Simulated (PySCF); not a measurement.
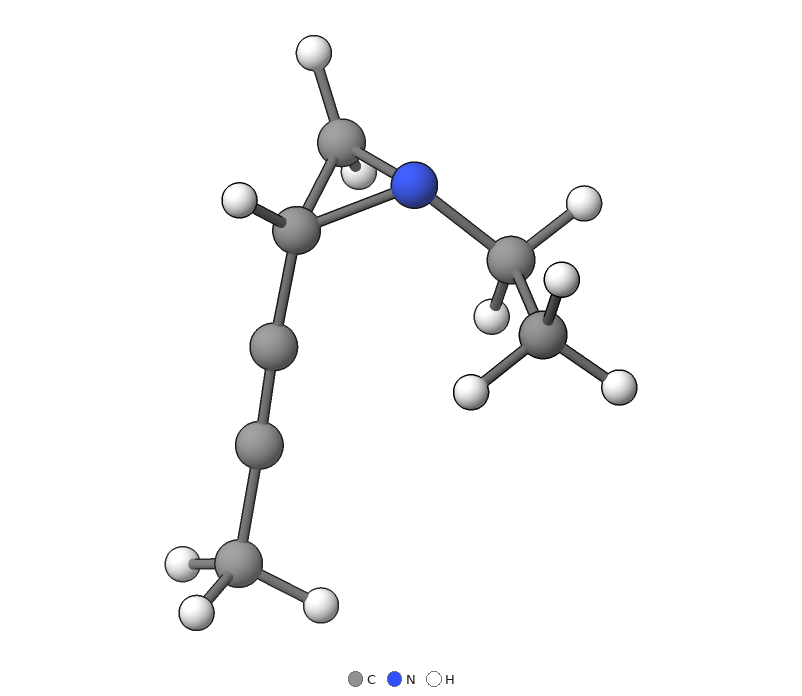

A ball-and-stick model of a molecule. Every bond is drawn as one stick, whatever its order.

Computed geometry: GFN2-xTB optimisation. No frequency run is at hand to confirm it as a minimum.

Description:

It has 19 atoms: 7 carbon, 11 hydrogen and 1 nitrogen (C7H11N). SMILES: `CC#C[C@@H]1CN1CC`. Independent rings (smallest set): 1 of 3 members. Among its groups: tertiary amine, alkyne. The point group is C1. Coordination, clear cases only: 3 C tetrahedral; 2 C linear; 1 N trigonal pyramidal.

The parts below concern this one geometry. Atoms keep their numbers from picture to picture.

## Geometry

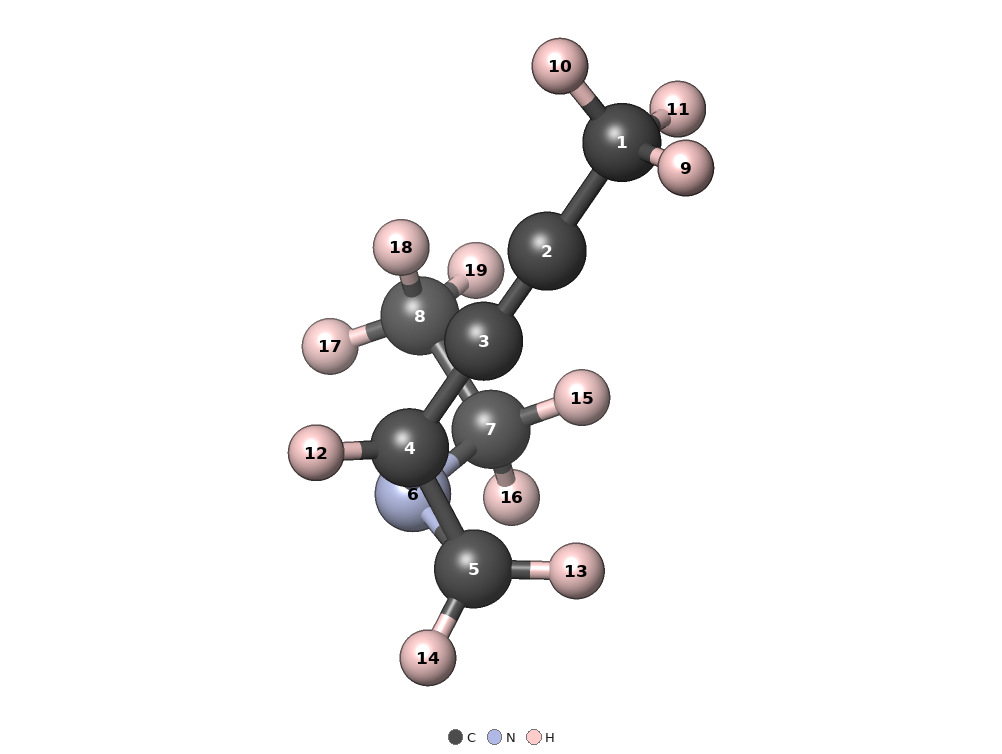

Numbered structure. No frequency run is at hand to confirm it as a minimum.

Estimate the angles C2–C1–H9, C3–C4–H12, C4–C5–N6, C4–C5–H13, C4–C5–H14, C4–N6–C7, C5–N6–C7, N6–C5–H13, N6–C7–C8, N6–C7–H16, C7–C8–H19, C8–C7–H16.

```json
{"angle": "C2–C1–H9", "degrees": "110.2"}
{"angle": "C3–C4–H12", "degrees": "114.3"}
{"angle": "C4–C5–N6", "degrees": "59.5"}
{"angle": "C4–C5–H13", "degrees": "117.6"}
{"angle": "C4–C5–H14", "degrees": "119.4"}
{"angle": "C4–N6–C7", "degrees": "119.2"}
{"angle": "C5–N6–C7", "degrees": "118.6"}
{"angle": "N6–C5–H13", "degrees": "118.6"}
{"angle": "N6–C7–C8", "degrees": "109.8"}
{"angle": "N6–C7–H16", "degrees": "106.9"}
{"angle": "C7–C8–H19", "degrees": "110.2"}
{"angle": "C8–C7–H16", "degrees": "110.1"}
```

## Excitation

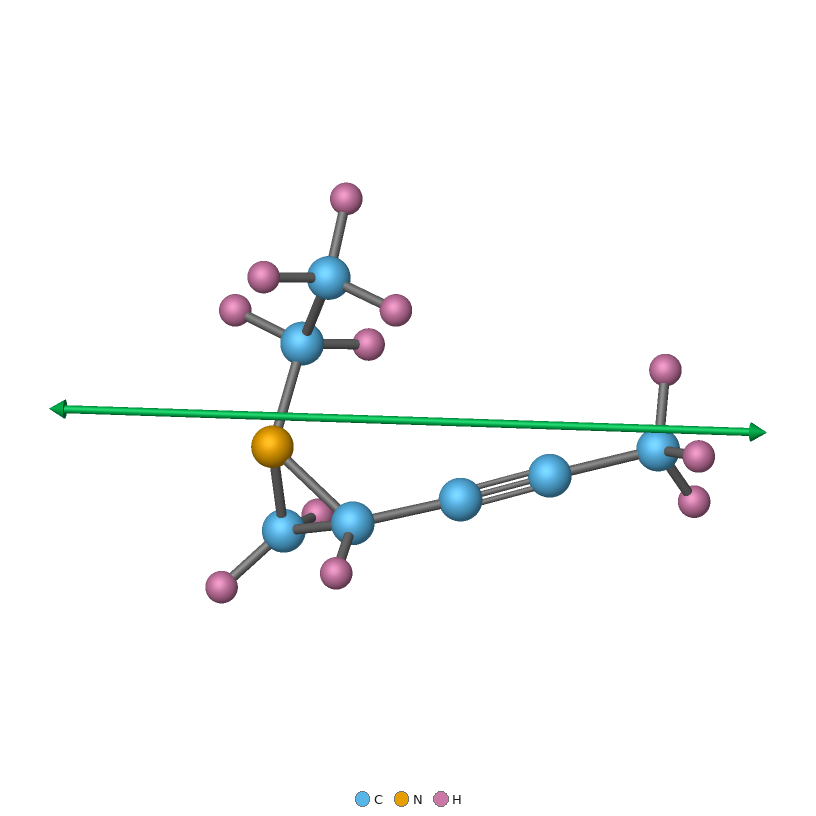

The double arrow shows the direction of the transition dipole to excited singlet state 3 (its length means nothing). No frequency run is at hand to confirm it as a minimum. Level of theory: TDDFT PBE0/def2-SVPD, vertical, gas phase, core orbitals frozen in the response (PySCF 2.14.0).

**Where does the transition lie, and how strong is it?**

6.28 eV (197 nm), oscillator strength 0.063, mainly HOMO → LUMO+1 (weight 0.68); transition dipole 1.63 D.

## Charges

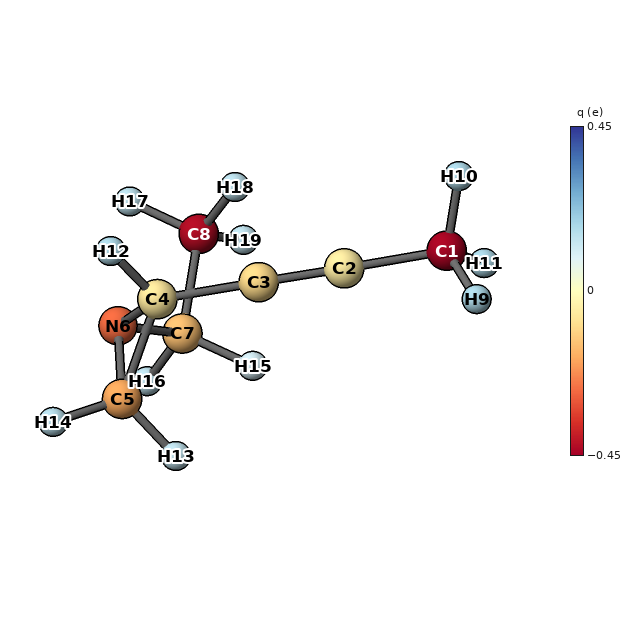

Atoms are coloured by their IAO charges. No frequency run is at hand to confirm it as a minimum. Method: PBE0/pcSseg-1, gas phase (PySCF 2.14.0).

**Which atom carries the highest charge (most positive or least negative)?**

H9, H10, H11, H12 (0.17 e).

**And the lowest?**

C1 (−0.43 e).

List the IAO charges.

```
atom  value (e)
  C1      −0.43
  C2      −0.05
  C3      −0.10
  C4      −0.06
  C5      −0.18
  N6      −0.27
  C7      −0.14
  C8      −0.42
  H9       0.17
 H10       0.17
 H11       0.17
 H12       0.17
 H13       0.14
 H14       0.15
 H15       0.11
 H16       0.14
 H17       0.15
 H18       0.14
 H19       0.14
```

## Ring current

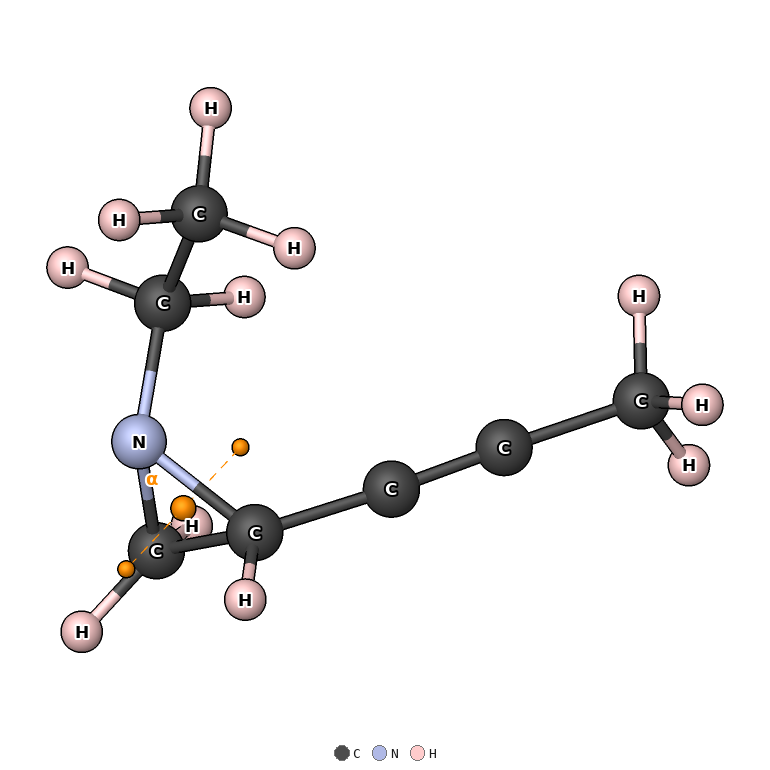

The small points mark where nucleus-independent chemical shifts (NICS) were computed: at the centre of each lettered ring and 1 Å above and below it. No frequency run is at hand to confirm it as a minimum. Properties computed with GIAO PBE0/pcSseg-1 NMR shielding, non-relativistic, gas phase (PySCF 2.14.0).

Give NICS(0), NICS(1) and the out-of-plane component NICS(1)zz for each ring (means of the two sides).

```csv
ring,members,NICS(0),NICS(1),NICS(1)zz
α,C2N,−46.3,−7.6,−21.6
```

Values in ppm.
